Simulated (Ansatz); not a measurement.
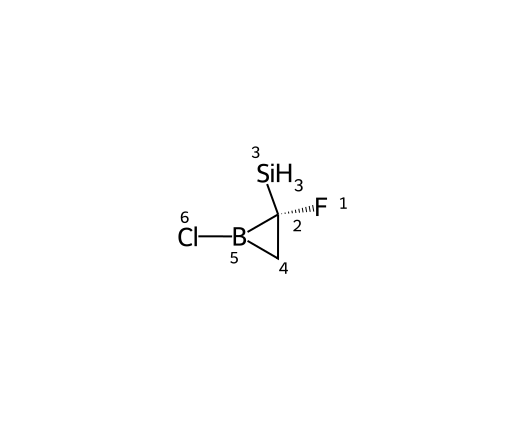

Skeletal drawing with numbered atoms; wedges and dashes mark any stereocentres. The configuration is that of a computed structure (PBE-D4/def2-SVP).

**What are the Cahn–Ingold–Prelog descriptors?**

C2: R.

**Give a SMILES with the stereochemistry.**

F[C@]1([SiH3])CB1Cl
